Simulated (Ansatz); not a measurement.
The figure comes from a scan of Al (fcc, Cu type): a phonon pattern at L = (0.5, 0.0, 0.0) is frozen into a 2-atom cell, Q being the largest atomic displacement. The numbers are results of r2SCAN (plane waves to 500 eV, PAW, scalar-relativistic; Ansatz, an electronic-structure program), not measurements. k mesh 10×20×20 (Γ-centred), Fermi-Dirac smearing 0.05 eV. Energies are smeared free energies. With partly filled bands, energies and forces of such displacements shift with the k mesh and the smearing. Al was relaxed with its symmetry unable to fall. The zero of ΔE is the undisplaced structure.

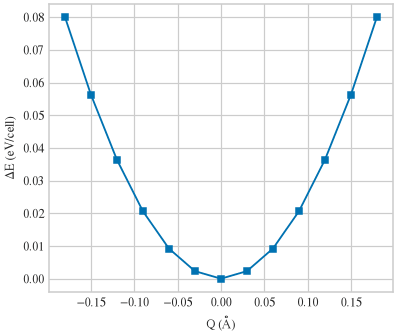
Fig. 1. ΔE (eV/cell) against Q (Å); one marker a computed point.

Task: Read the plotted values off the figure, to the accuracy that the plot allows.

Result: To the nearest 0.002:

| Q (Å) | ΔE (eV/cell) |
|---|---|
| -0.180 | 0.080 |
| -0.150 | 0.056 |
| -0.120 | 0.036 |
| -0.090 | 0.020 |
| -0.060 | 0.010 |
| -0.030 | 0.002 |
| 0.000 | 0.000 |
| 0.030 | 0.002 |
| 0.060 | 0.010 |
| 0.090 | 0.020 |
| 0.120 | 0.036 |
| 0.150 | 0.056 |
| 0.180 | 0.080 |

(A displaced cell: forces are minus the slopes of the energy, force constants its curvatures, and phonons follow from these.)
